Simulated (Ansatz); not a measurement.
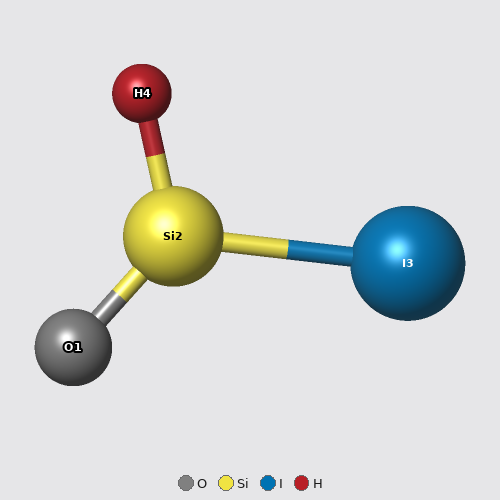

The system is HIOSi, SMILES O=[SiH]I; the picture shows the reference structure. First axis: angle O1–Si2–I3. Second axis: angle H4–Si2–I3. Nothing is relaxed (all other coordinates rigid). The scan uses a 13 × 13 grid. Points are written as (first, second). Energies: kJ/mol, counted from the relaxed molecule at the same level. Level of theory: RKS PBE0-D4/def2-TZVP in Ansatz 0.2.0.

Its coordinates:

```yaml
atoms:
  - { symbol: O, position_ang: [-1.6168, -0.3413, 0.4248] }
  - { symbol: Si, position_ang: [-0.2431, 0.0867, -0.0412] }
  - { symbol: I, position_ang: [1.8207, -0.9736, 0.5558] }
  - { symbol: H, position_ang: [0.0392, 1.2282, -0.9393] }
```

Range: angle O1–Si2–I3 from 90.5 to 160.5°; angle H4–Si2–I3 from 64.2 to 154.2°.

> What landscape does the calculation give?

The lowest grid point is at (125.5°, 109.2°), 0 kJ/mol from the relaxed molecule at the same level. No other kind of well shows on this grid. The highest grid point, (90.5°, 64.2°), lies 277 kJ/mol above the lowest. Round the minimum the valley is somewhat tilted: raising angle O1–Si2–I3 shifts the best value of angle H4–Si2–I3 downwards (coupling k₁₂/√(k₁₁k₂₂) about 0.5).

| angle H4–Si2–I3 ↓, angle O1–Si2–I3 → | 90.5 | 96.3 | 102.1 | 108.0 | 113.8 | 119.6 | 125.5 | 131.3 | 137.1 | 143.0 | 148.8 | 154.6 | 160.5 |
| --- | --- | --- | --- | --- | --- | --- | --- | --- | --- | --- | --- | --- | --- |
| 154.2 | 125 | 108 | 99 | 98 | 104 | 116 | 135 | 158 | 185 | 214 | 240 | 258 | 267 |
| 146.7 | 107 | 86 | 74 | 69 | 72 | 81 | 97 | 119 | 146 | 178 | 213 | 247 | 274 |
| 139.2 | 96 | 71 | 55 | 47 | 46 | 51 | 63 | 82 | 106 | 138 | 173 | 213 | 253 |
| 131.7 | 90 | 62 | 43 | 31 | 26 | 28 | 36 | 51 | 71 | 98 | 132 | 170 | 215 |
| 124.2 | 90 | 59 | 37 | 22 | 14 | 12 | 16 | 27 | 43 | 66 | 94 | 129 | 171 |
| 116.7 | 96 | 63 | 38 | 20 | 9 | 4 | 4 | 10 | 23 | 41 | 65 | 95 | 132 |
| 109.2 | 108 | 73 | 46 | 25 | 11 | 3 | 0 | 3 | 11 | 25 | 44 | 70 | 102 |
| 101.7 | 126 | 90 | 60 | 37 | 21 | 10 | 4 | 4 | 8 | 18 | 34 | 54 | 81 |
| 94.2 | 150 | 112 | 82 | 57 | 39 | 25 | 17 | 14 | 15 | 22 | 33 | 50 | 72 |
| 86.7 | 179 | 141 | 110 | 84 | 64 | 49 | 39 | 33 | 32 | 36 | 44 | 57 | 76 |
| 79.2 | 211 | 175 | 144 | 118 | 98 | 82 | 70 | 63 | 60 | 62 | 68 | 78 | 93 |
| 71.7 | 245 | 211 | 182 | 158 | 139 | 123 | 111 | 104 | 100 | 100 | 104 | 112 | 125 |
| 64.2 | 277 | 247 | 222 | 201 | 184 | 171 | 161 | 154 | 151 | 151 | 155 | 162 | 173 |

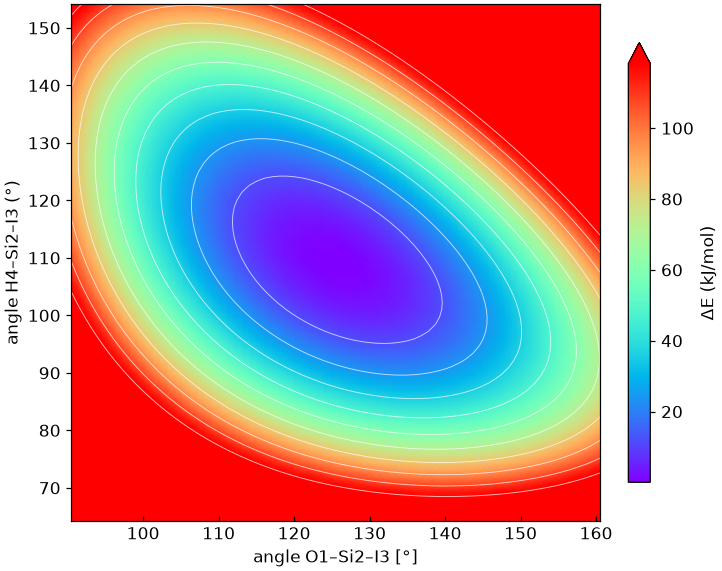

In the figure: a smooth colour map with a few white contour lines, one colour for all values above the top of the scale. Between grid points the surface is interpolated.

Each point was launched as `ansatz run input.yaml --threads 1 --pin off --max-ram 2560MiB --backend cpu --events-out ev --progress --plain --runs-dir out`. Time for the 169 points that were run: 8.5 min on 1 thread of Arm Neoverse V2, on a shared host.
